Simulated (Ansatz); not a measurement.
# The perfect Ni wire along [110], 7 atoms a period, part 2 of 2

Aim: is the Ni wire along [110], 7 atoms a period a metal or a semiconductor?

Ansatz 0.2.0; DFT PBE, plane waves, PAW; relaxation of a wire's period; PAW set soft_1 (the session's first sound run).

So far: The starting structure; The relaxed wire.

## (2) The relaxed wire (continued)

Relaxation path:

| step | energy less that of the first step (eV) | largest force component (eV/Å) | pressure (GPa) | volume (Å³) |
| --- | --- | --- | --- | --- |
| 1 | 0.0000 | 0.7917 | -2.95 | 302.54 |
| 2 | -0.2077 | 0.4303 | -1.57 | 297.17 |
| 3 | -0.2808 | 0.1151 | 0.45 | 289.46 |
| 4 | -0.2855 | 0.0114 | 0.02 | 290.55 |
| 5* | -0.2826 | 0.0113 | 0.03 | 290.55 |

Relaxation steps marked * repeat the geometry before them on a plane-wave basis chosen anew for their cell, so energy and pressure can jump there.

Forces are held to the 8 operations that the run works with; a distortion that breaks them can't arise in this run.

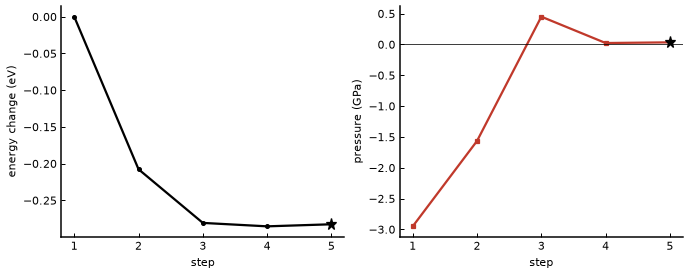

Energy and pressure along the relaxation. Stars mark steps on a basis chosen anew.

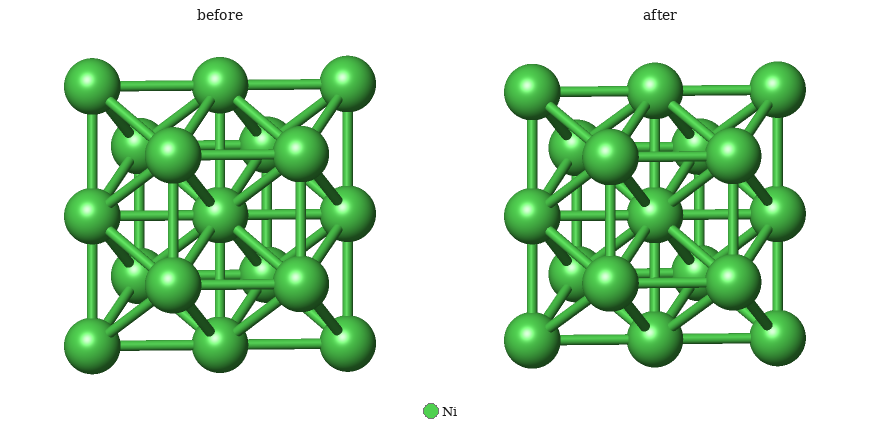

The structure before and after the relaxation, drawn at the same scale.

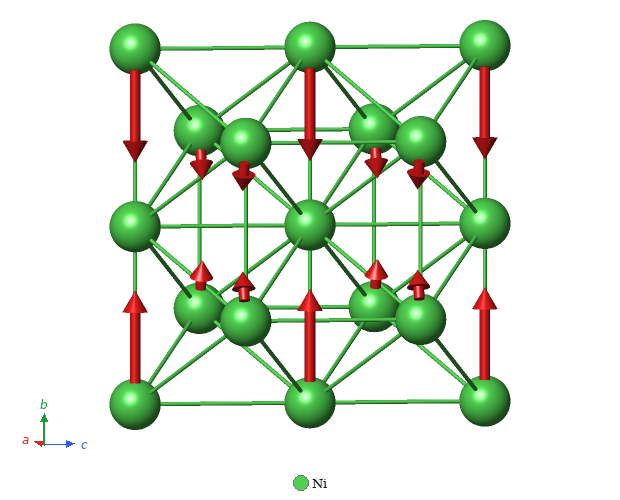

Displacements in the relaxation, exaggerated, measured against the changing cell; the longest in the cell stands for 0.11 Å. 1×1×2 cells are drawn. Some periodic images of atoms are drawn too.

| cell as run | before | after | change |
| --- | --- | --- | --- |
| c (Å) | 2.489 | 2.390 | -4.0 % |

The atoms that moved most (Å, along periodic axes as changes of fractional coordinates times the final cell, across vacuum about the mean position):

| atom | dx | dy | dz | length |
| --- | --- | --- | --- | --- |
| Ni1 | 0.000 | -0.108 | 0.000 | 0.108 |
| Ni7 | 0.000 | 0.108 | 0.000 | 0.108 |
| Ni4 | 0.012 | -0.034 | 0.000 | 0.036 |
| Ni6 | -0.012 | -0.034 | 0.000 | 0.036 |
| Ni3 | 0.012 | 0.034 | 0.000 | 0.036 |
| Ni5 | -0.012 | 0.034 | 0.000 | 0.036 |

This step gave:

- energy at zero smearing: -40870.8797 eV
- total moment: 5.357 μB
- absolute moment: 5.950 μB
- cell length along the wire: 2.390 Å

Site moment by atom:

| atom | site moment (μB) |
| --- | --- |
| Ni1 | 0.771 |
| Ni2 | 0.807 |
| Ni3 | 0.790 |
| Ni4 | 0.790 |
| Ni5 | 0.790 |
| Ni6 | 0.790 |
| Ni7 | 0.771 |

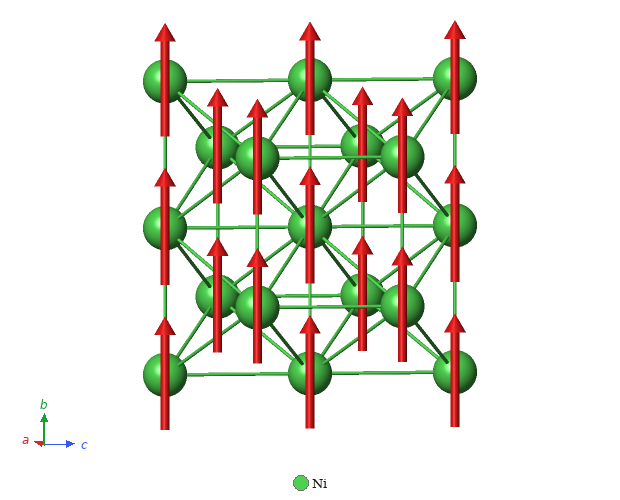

Site moment as arrows, the longest 0.807 μB. Up and down stand for the sign. Arrows give size and sign along the axis of quantisation, drawn up and down the page. 1×1×2 cells are drawn. Some periodic images of atoms are drawn too.

The cell's length comes to 2.390 Å with an absolute moment of 5.95 μB a cell.

## (3) The wire at its relaxed period

This step: DFT PBE, plane waves, PAW; bands of a perfect wire; PAW set soft_1 (Ansatz 0.2.0).

At the relaxed period the bands are computed along the axis; those that cross an energy going forward count the channels that a perfect wire would open there.

Contents of input.yaml:

```yaml
crystal:
  lattice:
    - [10.32, 0.0, 0.0]
    - [0.0, 11.778, 0.0]
    - [0.0, 0.0, 2.390426667]
  atoms:
    - { symbol: Ni, position: [0.5, 0.702172593, 0.0], spin: 0.77 }
    - { symbol: Ni, position: [0.5, 0.5, 0.0], spin: 0.81 }
    - { symbol: Ni, position: [0.330592921, 0.397186244, 0.5], spin: 0.79 }
    - { symbol: Ni, position: [0.330592921, 0.602813756, 0.5], spin: 0.79 }
    - { symbol: Ni, position: [0.669407079, 0.397186244, 0.5], spin: 0.79 }
    - { symbol: Ni, position: [0.669407079, 0.602813756, 0.5], spin: 0.79 }
    - { symbol: Ni, position: [0.5, 0.297827407, 0.0], spin: 0.77 }
magnetization:
  spin_polarized: true
kpoints:
  mp_grid: { grid: [1, 1, 34] }
  band_path: { path: ["Γ", Z], npoints: 90 }
scf:
  occupations: { method: fermi_dirac, width: 0.05 }
hamiltonian:
  xc: pbe
  pseudopotentials: { kind: paw, azcp: { folder: soft_1 } }
output:
  dos: { e_range: [-5, 4] }
  write_potential: true
  write_density: true
  volumetric_format: npy
```

Started as:

```sh
ansatz run input.yaml --threads 4 --pin off --max-ram 16384MiB --backend cpu --events-out ev --progress --plain --runs-dir out
```

Numbers of over 12 decimals in the logs are rounded to 6 here.

Output:

```text
[...]
Crystal: 7 atoms, lattice volume = 290.554 Å³
Basis set: ecut = 420 eV, 5599 PW (Γ)
Bands: 79, of which v1, the nominal top of the filled ones, is band 63 counted from 1 (62 counted from 0)
Symmetry: 8 space group operations
[...]
k-points: 18 of 34
[...]
Starting moments: Σ|m| = 5.51 μB on 7 of 7 sites
[...]
SCF iter   1: F=—  HF=-40863.964365 eV  |F-HF|=—  |Δ(HF+E_count)|=         —  Δρ=2.31e-2 (↑2.31e-2 ↓1.93e-2)  dr2=1.14e1  dr2_m=7.09e-1  M=6.072 μB ∫|m|=6.317 μB  β_m=0.30  ethr=3.10e-3  ⟨swp⟩=8.4  Hψ=13814  notcnv=0  defer=47
[...]
SCF iter  15: F=-40870.943625 eV  HF=-40870.943625 eV  |F-HF|=1.28e-8  |Δ(HF+E_count)|=   1.06e-9  Δρ=1.93e-6 (↑8.96e-7 ↓1.93e-6)  dr2=1.28e-8  dr2_m=1.04e-9  M=5.387 μB ∫|m|=5.967 μB  ethr=1.00e-11  ⟨swp⟩=13.0  Hψ=13409  notcnv=0
SCF 1 converged in 15 iterations: F = -40870.943625 eV  dr2 = 1.28e-8
[...]
WARN: The output density's exchange-correlation potential varies sharply where the density is thin. Do not read a vacuum level from v_tot or v_xc, or from such a field of the output density. On a cell that repeats whose density bears no net charge and no dipole along the vacuum's axis use v_es (v_loc + v_h of the components); under efield.dipole_correction with no amplitude use v_es + v_field, which holds any externa [...]
NSCF: frozen V_eff on 91 k-points
SCF converged after 15 iterations
Magnetization: 5.3872 μB (65.6936 up, 60.3064 down)
Absolute magnetization: 5.9727 μB (∫|ρ↑−ρ↓|, with the PAW one-centre terms)
[...]
Per-site moments (μB) at R_I (Å): [(0.775064, 0.982240), (0.810912, 0.982240), (0.793317, 0.986051), (0.793317, 0.986051), (0.793317, 0.986051), (0.793317, 0.986051), (0.775064, 0.982240)]
Free energy (F): -40870.943625 eV
[...]
Internal energy: -40870.810373 eV  (E = F + TS)
E sigma→0 (E₀):  -40870.876999 eV
Entropy (-TS):   -0.133251 eV (-19.036 meV/atom)
Fermi energy:    1.405326 eV
[...]
--- Band table (eV; the first three rows and the last of 36) ---
  k-point 0 ↑: bands = [... 59 lower, 0.5276, 0.7107, 0.7380, 0.7575, 0.7855, 0.8286, 0.8507, 0.8895, ... 12 higher]
  k-point 1 ↑: bands = [... 59 lower, 0.4982, 0.6706, 0.7015, 0.7360, 0.7763, 0.8023, 0.8143, 0.9131, ... 12 higher]
  k-point 2 ↑: bands = [... 59 lower, 0.4648, 0.5631, 0.6193, 0.6778, 0.7369, 0.7498, 0.7950, 0.9825, ... 12 higher]
  k-point 17 ↓: bands = [... 59 lower, 1.6701, 1.7047, 1.8545, 1.9663, 3.3148, 3.3460, 3.5739, 4.5562, ... 12 higher]
```

It took 49 s on 4 threads of Arm Neoverse V2, shared host; peak memory 2 GiB.

Numbers from this step:

| Item | Value |
| --- | --- |
| energy at zero smearing | -40870.8770 eV |
| total moment | 5.387 μB |
| absolute moment | 5.973 μB |
| band gap | 0 eV |

Between Γ and Z the bands cross the Fermi level 17 times, so a perfect wire would conduct at least 8.5 G₀, with an absolute moment of 5.97 μB a cell.

## (4) What came out

```
cell length, PBE                                            : 2.390 Å
absolute moment, PBE                                        : 5.97 μB
ballistic conductance by band crossings, a lower bound, PBE : 8.5 G₀
```

In words: Under PBE the cell's length is 2.39 Å, the absolute moment is 5.97 μB a cell, and the bands cross the Fermi level 17 times between Γ and Z, which gives a perfect wire at least 8.5 G₀ (opposite crossings within one step of the path cancel in such a count). In the perfect wire the moments were started parallel, and no opposed start was run. No search over magnetic orders was made; another may lie lower.

[Logs are printed without paths, hosts, clocks, repeated set-up lines and the standing remarks that a program may print on its own settings, such as how far it seeks lower states.]

[Hosts, paths, dates, database ids (printed as entryN), source tags and the programs' standing remarks are cut or masked in the printed files.]
